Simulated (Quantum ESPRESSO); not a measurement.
## Convergence study of the k-point mesh for V (Im-3m, 1 atom in the cell)

```xyz
1
Lattice="1.5074 1.5074 1.5074 -1.5074 1.5074 1.5074 -1.5074 -1.5074 1.5074" Properties=species:S:1:pos:R:3 pbc="T T T"
V      0.0000     0.0000     0.0000
```

Computed with PBE, PseudoDojo standard norm-conserving (PBE) pseudopotentials (plane waves; Quantum ESPRESSO 7.5).

Base settings: ecutwfc = 85 Ry; occupations = smearing; smearing = gaussian; degauss = 0.0073499 Ry; potentials = {V: V.upf}; K_POINTS = automatic 15 15 15 0 0 0; conv_thr = 1e-11 Ry.

The second cell is the first with its lattice scaled by 0.98.

Only quantities that move along the ladder and can be compared are tabulated.

The count of work is k-points × plane waves × bands × iterations; it is no time. 

The starting cell has typed, rounded lattice constants, without a prior relaxation at this level. Its lattice was rescaled by up to half a per cent. Spin polarisation is off. In the base run, with a pressure of about -3 GPa the cell is away from its equilibrium volume at this level.

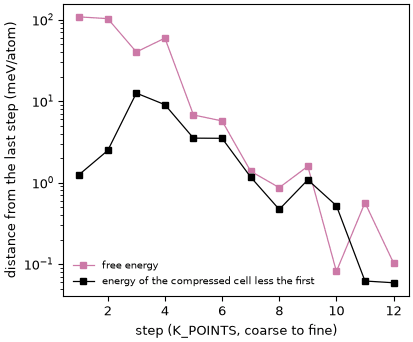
Distance from the last step along the ladder; very small values are drawn at a floor.

| K_POINTS | free energy less the last step's (meV/atom) | energy of the compressed cell less the first (meV/atom) | pressure (GPa) | count of work / last |
|---|---|---|---|---|
| automatic 3 3 3 0 0 0 | -108.37 | 10.89 | -3.58 | 0.0047 |
| automatic 4 4 4 0 0 0 | -103.14 | 9.67 | -3.92 | 0.0097 |
| automatic 5 5 5 0 0 0 | 40.18 | 24.71 | -1.11 | 0.012 |
| automatic 6 6 6 0 0 0 | 59.47 | 21.20 | -1.12 | 0.017 |
| automatic 7 7 7 0 0 0 | -6.77 | 15.66 | -2.73 | 0.024 |
| automatic 9 9 9 0 0 0 | 5.72 | 8.65 | -3.39 | 0.037 |
| automatic 11 11 11 0 0 0 | 1.38 | 13.32 | -2.95 | 0.067 |
| automatic 13 13 13 0 0 0 | 0.87 | 12.62 | -3.03 | 0.10 |
| automatic 15 15 15 0 0 0 | -1.59 | 11.07 | -3.34 | 0.14 |
| automatic 18 18 18 0 0 0 | 0.08 | 11.63 | -3.24 | 0.24 |
| automatic 22 22 22 0 0 0 | 0.57 | 12.21 | -3.10 | 0.44 |
| automatic 27 27 27 0 0 0 | 0.10 | 12.21 | -3.12 | 0.74 |
| automatic 30 30 30 0 0 0 | 0.00 | 12.15 | -3.14 | 1.0 |

Coarsest K_POINTS that holds the pressure within 0.05 GPa of the last step, with all finer ones: automatic 22 22 22 0 0 0, at 0.44 of the last step's count of work; the step before is off by 0.10 GPa.

Coarsest K_POINTS that holds the free energy within 1 meV/atom of the last step, with all finer ones: automatic 18 18 18 0 0 0, at 0.24 of the last step's count of work; the step before is off by 1.6 meV/atom.

Coarsest K_POINTS that holds the energy of the compressed cell less the first within 1 meV/atom of the last step, with all finer ones: automatic 18 18 18 0 0 0, at 0.24 of the last step's count of work; the step before is off by 1.1 meV/atom.
